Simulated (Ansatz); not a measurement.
# AlSiH₇O: geometry relaxation

- system: AlSiH₇O
- method: RHF/cc-pVDZ (Ansatz 0.2.0)

The input holds or restrains some coordinates. It belongs to a series of runs on one base structure; here: pulled along the bonds that form and break, towards end A. Figures and captions count atoms from 1; the log counts them from 0 in places.

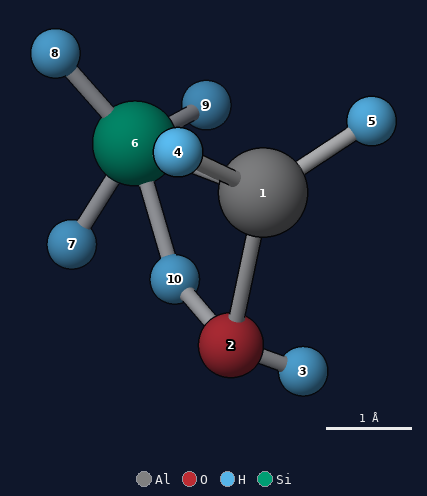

Figure 1. The structure as given in the input (ball-and-stick view, seen at a tilt; atoms are numbered from 1 in the order of the input). Sticks mark near contacts.

### Summary

| quantity | value |
| --- | --- |
| outcome | converged under the restraints of the input |
| total energy | −16593.4664 eV |
| mean-field energy | −16593.4664 eV |
| largest force (length of the vector) at the end, held atoms and coordinates included | 0.835 eV/Å |
| hardware | 1 thread of Arm Neoverse V2, 24 GiB of memory available, shared host |
| wall time | 18 s |
| peak memory | 0.15 GiB |

### The input
```yaml
crystal:
  periodic: [false, false, false]
  atoms:
    - { symbol: Al, position_ang: [0.0, 0.0, 0.0] }
    - { symbol: O, position_ang: [0.0, 0.0, 2.13] }
    - { symbol: H, position_ang: [-0.9095, -0.2814, 2.4671] }
    - { symbol: H, position_ang: [1.351, 0.0, -0.78] }
    - { symbol: H, position_ang: [-1.351, 0.0, -0.78] }
    - { symbol: Si, position_ang: [0.1174, 2.4836, 0.8261] }
    - { symbol: H, position_ang: [0.6937, 2.5244, 2.167] }
    - { symbol: H, position_ang: [0.9517, 3.2614, -0.0852] }
    - { symbol: H, position_ang: [-1.2275, 3.0508, 0.8577] }
    - { symbol: H, position_ang: [0.0594, 1.257, 1.9764] }
basis:
  gaussian: { orbitals: cc-pVDZ }
hamiltonian:
  xc: hf
relax:
  f_tol: 0.15
  max_steps: 25
  restrain:
    - { distance: [0, 5], at: 3.52, k: 30.0 }
    - { distance: [9, 1], at: 2.21, k: 30.0 }
    - { distance: [0, 1], at: 1.78, k: 30.0 }
    - { distance: [9, 5], at: 1.46, k: 30.0 }
output:
  orbitals: {}
```

Run as:
```bash
ansatz run input.yaml --threads 1 --pin off --max-ram 2048MiB --backend cpu --events-out ev --progress --plain --runs-dir out
```

### The program's output
```
The last accepted step is kept in [file] (removed where the run ends without a failure and the disk answers)
Engine: ansatz 0.2.0, aarch64-unknown-linux-gnu
Functional definition: HF
  exchange = exact_x
  correlation = 0
927 factors; integrals over basis functions are off by at most 2.9e-4 eV
mean field evaluation 1: about -16587.3200 eV, gradient 3.0e1 eV
mean field evaluation 2: about -16587.3749 eV, gradient 3.0e1 eV
mean field evaluation 4: about -16589.7506 eV, gradient 3.0e0 eV
mean field evaluation 8: about -16589.8041 eV, gradient 6.4e-4 eV
mean field -16589.80409635 eV, -609.6640555676 hartree, gradient 2.2e-5 eV, S^2 0.000000; 0 other end points of the search recorded, 0 dependent functions left out
the calculation of the forces begins
reference -16589.80409635 eV, -609.6640555676 hartree; 21, 21 occupied and 64, 64 virtual orbitals, 927 factors
relax step   1: F+E_penalty+E_count = -16589.80409635 eV  Δ(F+E_penalty+E_count) = +0.000e0 eV  max|allowed force component| = 4.962e0 eV/Å  E_restraint = 28.04794703 eV  max|allowed force component, restraints' pulls added| = 2.793e1 eV/Å  Δτ_max = 0.0000 Å  (33 SCF iters, accepted)
  distance Al 0 - Si 5 = 2.6200 Å
  distance H 9 - O 1 = 1.2677 Å
  distance Al 0 - O 1 = 2.1300 Å
  distance H 9 - Si 5 = 1.6826 Å
these checks for a lower state are left out or cut short: starts, cluster_reference, orbital_swaps, neighbouring_geometries, increment
927 factors; integrals over basis functions are off by at most 2.7e-4 eV
mean field evaluation 16: about -16589.1293 eV, gradient 5.5e-4 eV
mean field -16589.12928279 eV, -609.6392566268 hartree, gradient 3.5e-5 eV, S^2 0.000000; 0 other end points of the search recorded, 0 dependent functions left out
[... from here on the field's lines of each further geometry are left out, up to the last ...]
relax step   2: F+E_penalty+E_count = -16589.12928279 eV  Δ(F+E_penalty+E_count) = +6.748e-1 eV  max|allowed force component| = 2.406e0 eV/Å  E_restraint = 11.60348327 eV  max|allowed force component, restraints' pulls added| = 2.110e1 eV/Å  Δτ_max = 0.1943 Å  (38 SCF iters, accepted)
relax step   3: F+E_penalty+E_count = -16589.59363248 eV  Δ(F+E_penalty+E_count) = -4.643e-1 eV  max|allowed force component| = 2.597e0 eV/Å  E_restraint = 2.94530975 eV  max|allowed force component, restraints' pulls added| = 1.007e1 eV/Å  Δτ_max = 0.1949 Å  (36 SCF iters, accepted)
relax step   4: F+E_penalty+E_count = -16590.77016324 eV  Δ(F+E_penalty+E_count) = -1.177e0 eV  max|allowed force component| = 2.855e0 eV/Å  E_restraint = 0.18399185 eV  max|allowed force component, restraints' pulls added| = 2.855e0 eV/Å  Δτ_max = 0.1944 Å  (29 SCF iters, accepted)
relax step   5: F+E_penalty+E_count = -16592.00066956 eV  Δ(F+E_penalty+E_count) = -1.231e0 eV  max|allowed force component| = 2.277e0 eV/Å  E_restraint = 0.03830361 eV  max|allowed force component, restraints' pulls added| = 2.277e0 eV/Å  Δτ_max = 0.1950 Å  (29 SCF iters, accepted)
relax step   6: F+E_penalty+E_count = -16592.87130065 eV  Δ(F+E_penalty+E_count) = -8.706e-1 eV  max|allowed force component| = 1.354e0 eV/Å  E_restraint = 0.02653302 eV  max|allowed force component, restraints' pulls added| = 1.354e0 eV/Å  Δτ_max = 0.1982 Å  (29 SCF iters, accepted)
relax step   7: F+E_penalty+E_count = -16593.31765316 eV  Δ(F+E_penalty+E_count) = -4.464e-1 eV  max|allowed force component| = 7.251e-1 eV/Å  E_restraint = 0.02578157 eV  max|allowed force component, restraints' pulls added| = 4.769e-1 eV/Å  Δτ_max = 0.1949 Å  (29 SCF iters, accepted)
relax step   8: F+E_penalty+E_count = -16593.41453138 eV  Δ(F+E_penalty+E_count) = -9.688e-2 eV  max|allowed force component| = 7.481e-1 eV/Å  E_restraint = 0.02207460 eV  max|allowed force component, restraints' pulls added| = 6.964e-1 eV/Å  Δτ_max = 0.2000 Å  (29 SCF iters, accepted)
relax step   9: F+E_penalty+E_count = -16593.45769075 eV  Δ(F+E_penalty+E_count) = -4.316e-2 eV  max|allowed force component| = 7.461e-1 eV/Å  E_restraint = 0.02138032 eV  max|allowed force component, restraints' pulls added| = 2.391e-1 eV/Å  Δτ_max = 0.2000 Å  (29 SCF iters, accepted)
the calculation of the forces begins
reference -16593.46639665 eV, -609.7986426214 hartree; 21, 21 occupied and 64, 64 virtual orbitals, 927 factors
relax step  10: F+E_penalty+E_count = -16593.46639665 eV  Δ(F+E_penalty+E_count) = -8.706e-3 eV  max|allowed force component| = 7.692e-1 eV/Å  E_restraint = 0.02146491 eV  max|allowed force component, restraints' pulls added| = 3.158e-2 eV/Å  Δτ_max = 0.0936 Å  (29 SCF iters, accepted)
```

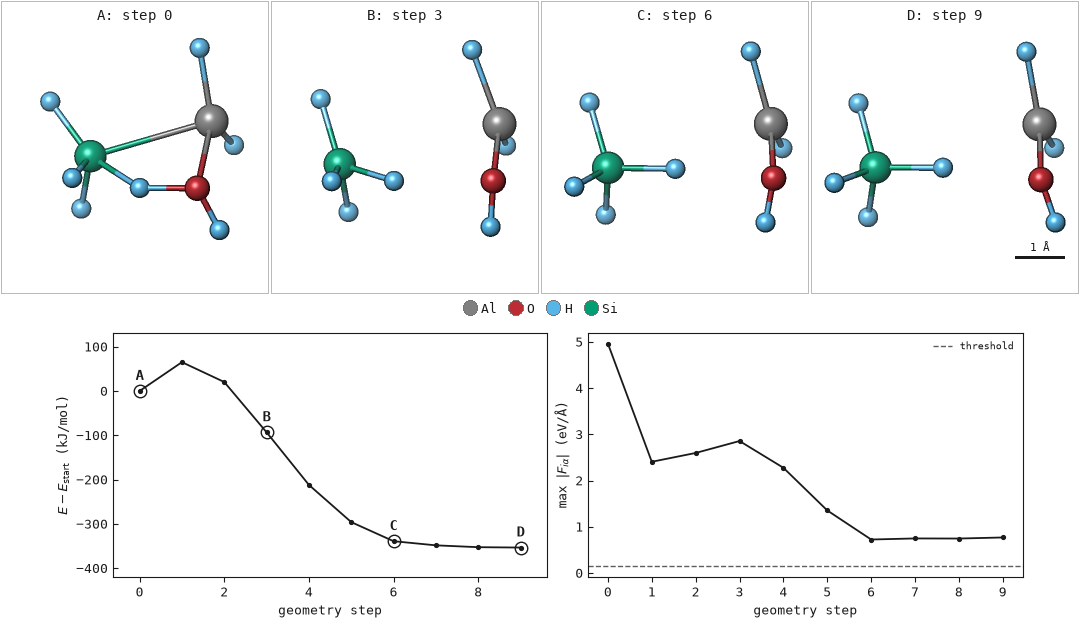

Figure 2. Frames of the restrained relaxation (ball-and-stick view, seen at a tilt) above the curves, on which the letters mark them (the first geometry is step 0 here and step 1 in the log).

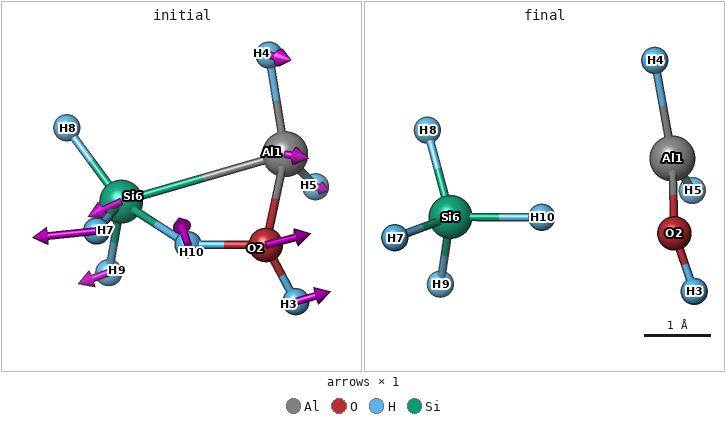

Figure 3. Before (left) and after (right) the restrained relaxation, at one scale (ball-and-stick view, seen at a tilt). The pink arrows give the displacements, at true length. H7 moves most after the best rigid fit: 1.00 Å. By element the largest moves are H 1.00 Å, O 0.73 Å, Si 0.58 Å, Al 0.41 Å. Among the contacts that change: O2–H10 1.268 → 2.232 Å, Al1–Si6 2.620 → 3.522 Å, Al1–O2 2.130 → 1.753 Å, Si6–H10 1.683 → 1.474 Å. Bonds break: Al1–Si6 (2.62 → 3.52 Å). Among the angles that change: H7–Si6–H10 53.6° → 107.5°, H8–Si6–H10 146.6° → 110.3°, Al1–O2–H3 109.5° → 124.6°. Over 9 geometry steps the energy falls by 353.4 kJ/mol. The largest force component goes from 5 to 0.77 eV/Å. (Atoms are counted from 1 in the order of the input.)

```
  distance Al 0 - Si 5 = 3.5216 Å
  distance H 9 - O 1 = 2.2324 Å
  distance Al 0 - O 1 = 1.7532 Å
  distance H 9 - Si 5 = 1.4743 Å
927 factors; integrals over basis functions are off by at most 7.4e-4 eV
mean field -16593.46639665 eV, -609.7986426214 hartree, gradient 4.7e-5 eV, S^2 0.000000; 1 other end points of the search recorded, 0 dependent functions left out
the calculation of the forces begins
reference -16593.46639665 eV, -609.7986426214 hartree; 21, 21 occupied and 64, 64 virtual orbitals, 927 factors
Total energy: -16593.46639665 eV, -609.7986426214 hartree
Atom 0 at    -0.049208    -0.383041     0.091287 Å, force    -0.020152    -0.150116     0.769170 eV/Å
Atom 1 at    -0.115329    -0.665811     1.820234 Å, force     0.007253    -0.507927    -0.662582 eV/Å
Atom 2 at    -0.905650    -0.843429     2.303661 Å, force    -0.022721     0.001502     0.006607 eV/Å
Atom 3 at     1.380937    -0.387445    -0.572079 Å, force    -0.010946    -0.005475     0.010840 eV/Å
Atom 4 at    -1.392220    -0.208078    -0.727546 Å, force    -0.001967    -0.009426    -0.005586 eV/Å
Atom 5 at     0.155795     2.963890     1.167125 Å, force     0.027207     0.452287    -0.021609 eV/Å
Atom 6 at     0.850553     3.482992     2.370503 Å, force    -0.000499     0.021757    -0.004877 eV/Å
Atom 7 at     0.913588     3.320230    -0.058986 Å, force     0.001848    -0.014096    -0.006298 eV/Å
Atom 8 at    -1.219261     3.517695     1.079825 Å, force     0.002215     0.010944     0.010626 eV/Å
Atom 9 at     0.065995     1.498798     1.305076 Å, force     0.017761     0.200550    -0.096291 eV/Å
Dipole moment:    -0.251850     0.116108     0.002301 e Å
```

### Trajectory as extended XYZ (Å, eV, eV/Å), 10 frames, from step=1 to step=10
```
10
Properties=species:S:1:pos:R:3:forces:R:3 step=1 energy=-16589.80410
Al    0.0000    0.0000    0.0000    0.3229   2.4116   1.2447
O     0.0000    0.0000    2.1300   -2.7017   0.8746  -0.3844
H    -0.9095   -0.2814    2.4671    2.5346   0.8638  -0.6122
H     1.3510    0.0000   -0.7800    0.4544  -0.9511   0.0826
H    -1.3510    0.0000   -0.7800   -0.5068  -0.8281   0.1805
Si    0.1174    2.4836    0.8261   -0.5525   1.0774  -3.0997
H     0.6937    2.5244    2.1670    0.1626   0.4022   1.2162
H     0.9517    3.2614   -0.0852    0.5051   0.4647  -0.0223
H    -1.2275    3.0508    0.8577   -0.4968   0.6472   0.3496
H     0.0594    1.2570    1.9764    0.2783  -4.9623   1.0451
10
Properties=species:S:1:pos:R:3:forces:R:3 step=2 energy=-16589.12928
Al   -0.0055   -0.1919    0.0301   -0.0204   2.1216   2.4064
O    -0.0228   -0.1545    2.0434   -1.7270  -1.2194  -0.9741
H    -0.9018   -0.2854    2.4675    1.6238  -0.0658  -0.8319
H     1.3538   -0.0192   -0.7752    0.0632  -0.7134   0.3358
H    -1.3566   -0.0170   -0.7747   -0.1536  -0.6650   0.2122
Si    0.1199    2.6609    0.8915   -0.7613  -0.5738  -0.7479
H     0.7018    2.5371    2.2010    0.6440   1.6170   1.9679
H     0.9672    3.2815   -0.0917    0.7460   0.0888  -0.3603
H    -1.2502    3.0731    0.8658   -0.8882   0.9875   0.2640
H     0.0795    1.4113    1.9214    0.4736  -1.5775  -2.2720
10
Properties=species:S:1:pos:R:3:forces:R:3 step=3 energy=-16589.59363
Al   -0.0157   -0.3104    0.0829   -0.1038   1.6696   2.0082
O    -0.0463   -0.3355    1.9749   -0.9631  -1.4326  -1.4953
H    -0.8910   -0.2963    2.4535    1.1132  -0.2573  -0.8735
H     1.3483   -0.0272   -0.7657   -0.3114  -0.6773   0.6421
H    -1.3541   -0.0250   -0.7698    0.1261  -0.6059   0.3617
Si    0.1161    2.7773    0.9456   -0.2600  -0.1543   0.1280
H     0.7147    2.5734    2.2347    1.0224   2.5712   2.1183
H     0.9779    3.2759   -0.0985    0.5626  -0.3167  -0.4442
H    -1.2664    3.0895    0.8688   -1.0992   0.9907   0.1519
H     0.1017    1.5740    1.8526   -0.0867  -1.7873  -2.5971
10
Properties=species:S:1:pos:R:3:forces:R:3 step=4 energy=-16590.77016
Al   -0.0312   -0.3981    0.1254    0.0823   1.6154   0.4959
O    -0.0684   -0.5144    1.9023   -0.9963  -0.8088  -0.4110
H    -0.8664   -0.3115    2.4156    1.1259  -0.4378  -0.8681
H     1.3310   -0.0533   -0.7332   -0.3974  -0.7231   0.6978
H    -1.3476   -0.0474   -0.7544    0.1334  -0.5682   0.4193
Si    0.1205    2.9071    1.0147    0.2009  -0.6715   0.6450
H     0.7558    2.7115    2.3134    0.7754   2.8553   1.3288
H     0.9901    3.2483   -0.1149    0.1025  -0.2375  -0.1130
H    -1.2975    3.1288    0.8751   -0.6129   0.9703   0.0889
H     0.0990    1.6249    1.7351   -0.4139  -1.9941  -2.2837
10
Properties=species:S:1:pos:R:3:forces:R:3 step=5 energy=-16592.00067
Al   -0.0347   -0.4003    0.1214    0.0108   1.1757   0.6066
O    -0.0903   -0.6145    1.8765   -0.2259  -0.6912  -0.7454
H    -0.8399   -0.3317    2.3920    0.3450  -0.2964  -0.3250
H     1.3247   -0.0986   -0.7002   -0.1786  -0.5691   0.4778
H    -1.3524   -0.0811   -0.7361    0.0147  -0.3962   0.2651
Si    0.1293    2.9465    1.0664    0.2121  -1.6057   0.8304
H     0.7928    2.8894    2.3842    0.2752   2.2767   0.4977
H     0.9850    3.2399   -0.1056   -0.0634   0.0032   0.1183
H    -1.3045    3.1903    0.8895   -0.1621   0.9285   0.1327
H     0.0752    1.5560    1.5910   -0.2277  -0.8256  -1.8582
10
Properties=species:S:1:pos:R:3:forces:R:3 step=6 energy=-16592.87130
Al   -0.0406   -0.4083    0.1113   -0.0365   0.7547   0.7245
O    -0.0997   -0.6894    1.8520   -0.0884  -0.5186  -0.7487
H    -0.8224   -0.3656    2.3748    0.1716  -0.2698  -0.1656
H     1.3251   -0.1551   -0.6679    0.0018  -0.4333   0.2647
H    -1.3639   -0.1163   -0.7201   -0.0770  -0.2641   0.1266
Si    0.1367    2.9341    1.1151    0.0730  -1.2393   0.4497
H     0.8110    3.0810    2.4316   -0.0892   1.3540  -0.0332
H     0.9732    3.2520   -0.0763   -0.0992   0.0514   0.2407
H    -1.2941    3.2789    0.9141    0.1926   0.6230   0.2253
H     0.0600    1.4846    1.4445   -0.0487  -0.0579  -1.0841
10
Properties=species:S:1:pos:R:3:forces:R:3 step=7 energy=-16593.31765
Al   -0.0516   -0.4148    0.0896    0.0217   0.2782   0.7251
O    -0.0898   -0.7275    1.8203   -0.0540  -0.4006  -0.7002
H    -0.8166   -0.4306    2.3483    0.0551  -0.2248  -0.0317
H     1.3402   -0.2521   -0.6428    0.0161  -0.2675   0.0994
H    -1.3942   -0.1705   -0.7120   -0.0686  -0.1268   0.0362
Si    0.1408    2.9144    1.1568    0.0134  -0.2151   0.1662
H     0.7960    3.2746    2.4471   -0.1751   0.4769  -0.2041
H     0.9634    3.2719   -0.0305   -0.0260   0.0117   0.1400
H    -1.2616    3.3852    0.9648    0.2177   0.2122   0.1873
H     0.0586    1.4453    1.3375   -0.0002   0.2559  -0.4181
10
Properties=species:S:1:pos:R:3:forces:R:3 step=8 energy=-16593.41453
Al   -0.0649   -0.3989    0.0883    0.0744   0.0597   0.7454
O    -0.0744   -0.6997    1.8200   -0.7481  -0.3842  -0.2990
H    -0.8792   -0.6200    2.3340    0.6858  -0.1745  -0.4081
H     1.3386   -0.2814   -0.6241   -0.0034  -0.1565   0.0379
H    -1.4226   -0.2216   -0.7067   -0.0324  -0.0615   0.0400
Si    0.1567    2.9382    1.1611    0.0533   0.0435   0.0954
H     0.7907    3.3820    2.4307   -0.0914   0.2537  -0.1169
H     0.9746    3.2996   -0.0241   -0.0051   0.0529   0.0488
H    -1.2368    3.4303    0.9899    0.1032   0.1080   0.0873
H     0.1027    1.4674    1.3101   -0.0363   0.2589  -0.2308
10
Properties=species:S:1:pos:R:3:forces:R:3 step=9 energy=-16593.45769
Al   -0.0651   -0.3707    0.0884    0.0486  -0.3572   0.7461
O    -0.0857   -0.6503    1.8196   -0.1316  -0.4871  -0.5714
H    -0.8660   -0.8194    2.3255    0.0718   0.0225  -0.0531
H     1.3488   -0.4564   -0.6087   -0.0325   0.0801   0.0128
H    -1.4244   -0.2305   -0.7087   -0.0112   0.0610   0.0052
Si    0.1569    2.9718    1.1688    0.0322   0.4353  -0.0334
H     0.7790    3.4651    2.4210    0.0134  -0.0153   0.0059
H     0.9684    3.3739   -0.0053    0.0189   0.0122  -0.0291
H    -1.2182    3.5140    1.0337   -0.0159  -0.0215  -0.0009
H     0.0915    1.4984    1.2448    0.0064   0.2701  -0.0820
10
Properties=species:S:1:pos:R:3:forces:R:3 step=10 energy=-16593.46640
Al   -0.0492   -0.3830    0.0913   -0.0202  -0.1501   0.7692
O    -0.1153   -0.6658    1.8202    0.0073  -0.5079  -0.6626
H    -0.9056   -0.8434    2.3037   -0.0227   0.0015   0.0066
H     1.3809   -0.3874   -0.5721   -0.0109  -0.0055   0.0108
H    -1.3922   -0.2081   -0.7275   -0.0020  -0.0094  -0.0056
Si    0.1558    2.9639    1.1671    0.0272   0.4523  -0.0216
H     0.8506    3.4830    2.3705   -0.0005   0.0218  -0.0049
H     0.9136    3.3202   -0.0590    0.0018  -0.0141  -0.0063
H    -1.2193    3.5177    1.0798    0.0022   0.0109   0.0106
H     0.0660    1.4988    1.3051    0.0178   0.2006  -0.0963
```

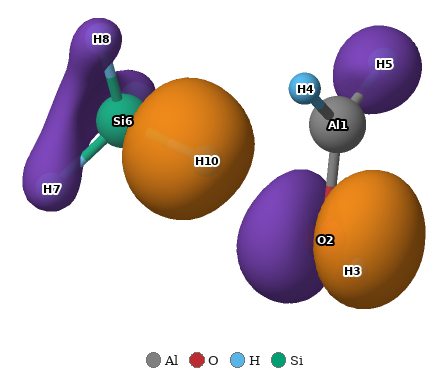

Figure 4. One frontier orbital at ±0.1 Å⁻³ᐟ² (orange and purple are the two phases), seen at a tilt. The HOMO−1, at −12.30 eV. Its weight (Hirshfeld) is mainly on O2 (50 %), Si6 (15 %) and H10 (10 %).

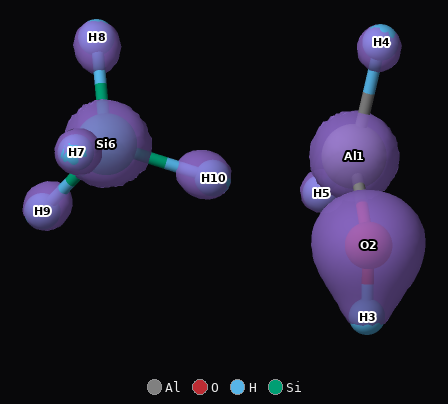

Figure 5. Isosurface of the total electron density at 1 e/Å³ (purple), seen at a tilt. At this value the surface falls into nine separate pieces. It is pinched off along the Al···H (2.24 Å), Al–O (1.75 Å) and Si–H (1.47 Å) contacts. On the grid the lowest density along these lines, outside the cores, is 0.1 e/Å³ (Al···H, 2.24 Å), 0.6 e/Å³ (Al–O, 1.75 Å), 2.5 e/Å³ (O–H, 0.94 Å) and 0.73 e/Å³ (Si–H, 1.47 Å).

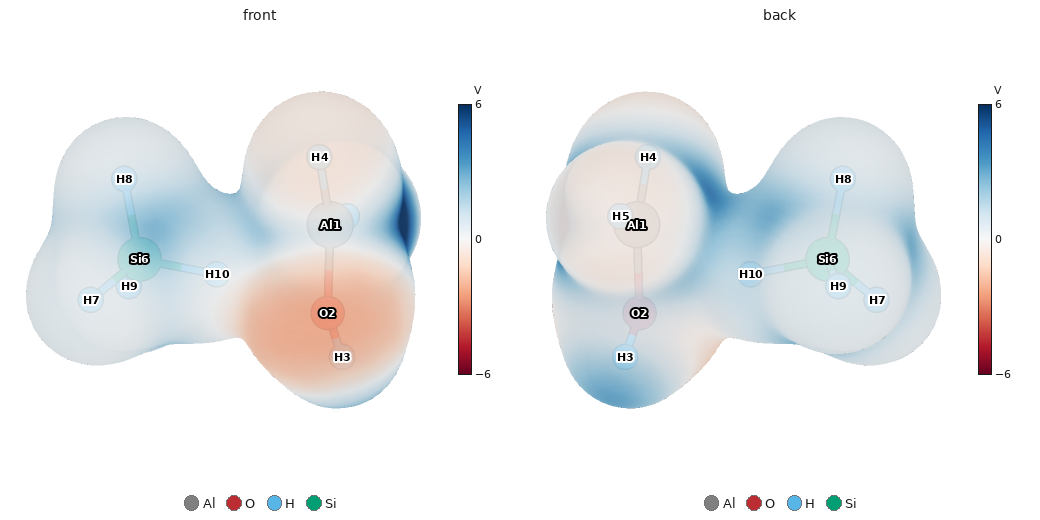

Figure 6. The electrostatic potential painted on the density surface at 0.004 e/bohr³, seen at a tilt and from behind; the colour scale runs from red (negative) to blue (positive).
